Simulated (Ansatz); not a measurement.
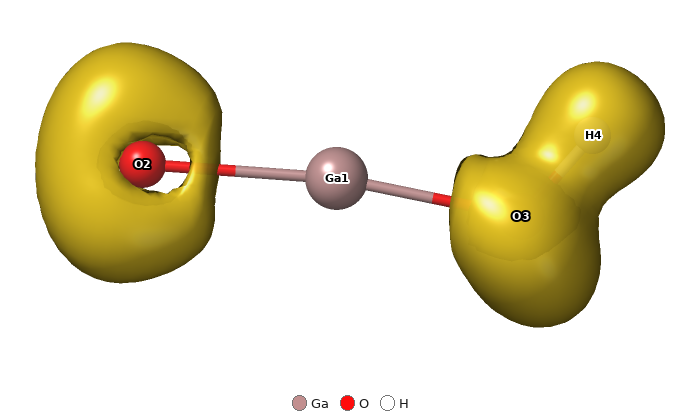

Figure. GaHO2 (charge +1, doublet). Isosurface of the electron localisation function at 0.75 (yellow), seen across its widest extent. Only the valence region is drawn (cores and ρ < 0.01 e/Å³ removed).

Geometry: B3LYP-D4/def2-TZVP.

Theory: Ansatz 0.2.0, UKS PBE0-D4/def2-TZVP.

Input file:

```
crystal:
  periodic: [false, false, false]
  atoms:
    - {symbol: Ga, position_ang: [-0.507366, -0.147346, 0.184092]}
    - {symbol: O, position_ang: [-2.186021, -0.388674, 0.648126]}
    - {symbol: O, position_ang: [1.162599, -0.103265, -0.162033]}
    - {symbol: H, position_ang: [1.530788, 0.639285, -0.670186]}
basis:
  gaussian: {orbitals: def2-TZVP, initial_orbitals: start.molden}
total_charge: 1
magnetization: {spin_polarized: true, initial_magnetization: 1}
hamiltonian: {xc: pbe0, dispersion: d4}
scf: {omitted_lower_state_checks: [starts]}
output: {orbitals: {seedname: orbitals}}
```

Command:

```sh
ansatz run in.yaml --threads 4 --pin off --events-out ev --progress --plain --max-ram 3916MiB
```

### Describe the localisation domains.

The ELF exceeds this value in one region wrapped around O (its valence shell) and one joined region spread over several atoms (H, O), in which their bonds and any lone pairs are merged. Along the contacts the grid gives the following. Ga–O (1.71 Å): the ELF peaks at about 0.80 in the valence shell of O, 0.6 Å from its nucleus, and is about 0.25 at the midpoint. O–H (0.97 Å): the ELF climbs to about 1 towards the hydrogen, as it does in any bond to H; a covalent bond by its length.
